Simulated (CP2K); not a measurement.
Consider acrylic acid at its PBE geometry (Å).

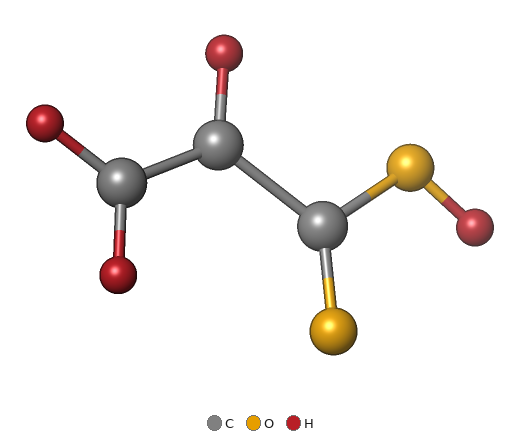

The molecule (carbon grey, oxygen orange, hydrogen red).

```xyz
9

C    -1.5687   -0.2093   -0.2385
C    -0.4658    0.3596    0.2623
C     0.8836   -0.1538   -0.0745
O     1.8612    0.5960    0.5468
O     1.1438   -1.1061   -0.7973
H    -1.4932   -1.0675   -0.9070
H    -2.5601    0.1695    0.0070
H    -0.5109    1.2190    0.9310
H     2.7100    0.1927    0.2703
```

Method: CP2K XAS_TDP, all-electron GAPW, PBEh(45%), aug-cc-pVDZ, TDA, GW2X-corrected core level, no relativity.

Question: Where do the C K-edge lines lie, and how strong are they?

Leading lines: C1 286.44 eV, C2 286.87 eV and C3 290.01 eV. The leading line of an atom is its first one with 35 % of the strongest within 2.5 eV of its lowest line over the strength cut. Core ionisation energies at this level: C2 292.84, C3 296.79 and C1 293.06 eV.

The first six lines of each atom with a strength over 0.0015:

| atom | energy (eV) | states | strength, one atom | above the computed threshold |
| --- | --- | --- | --- | --- |
| C1 (bonded to C and 2 H) | 286.44 | 1 | 0.0532 |  |
|  | 290.98 | 1 | 0.0084 |  |
|  | 291.66 | 1 | 0.0163 |  |
|  | 292.63 | 1 | 0.0071 |  |
|  | 292.74 | 2 | 0.0042 |  |
|  | 293.31 | 1 | 0.0042 | yes |
| C2 (bonded to 2 C and H) | 286.87 | 1 | 0.0354 |  |
|  | 290.86 | 1 | 0.0106 |  |
|  | 291.01 | 1 | 0.0209 |  |
|  | 291.61 | 1 | 0.0065 |  |
|  | 291.86 | 1 | 0.0018 |  |
|  | 292.57 | 1 | 0.0018 |  |
| C3 (bonded to C and 2 O) | 290.01 | 1 | 0.0642 |  |
|  | 294.77 | 1 | 0.0177 |  |
|  | 294.91 | 1 | 0.0026 |  |
|  | 295.64 | 1 | 0.0020 |  |
|  | 296.51 | 1 | 0.0038 |  |
|  | 296.88 | 1 | 0.0217 | yes |

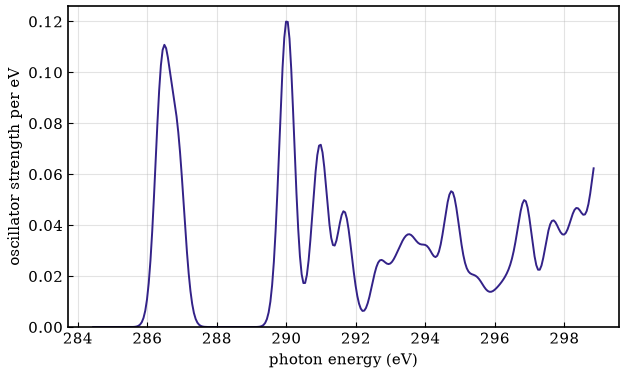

All atoms added, broadened by 0.5 eV.

Lines are vertical, at one geometry, with no vibrational structure. GW2X ionisation energies and lines can be off by 1 to 2 eV either way, and a good line position may hide errors that cancel. These values hold no scalar relativity, about 0.1 eV for C 1s. Rydberg lines, and the discretised continuum above threshold, depend on the basis and the box.

[Banner, clock and machine lines of the logs are left out without a mark of their own.]

[Logs are printed without paths, hosts, clocks, repeated set-up lines and the standing remarks that a program may print on its own settings, such as how far it seeks lower states.]

[Hosts, paths, dates, database ids (printed as entryN), source tags and the programs' standing remarks are cut or masked in the printed files.]
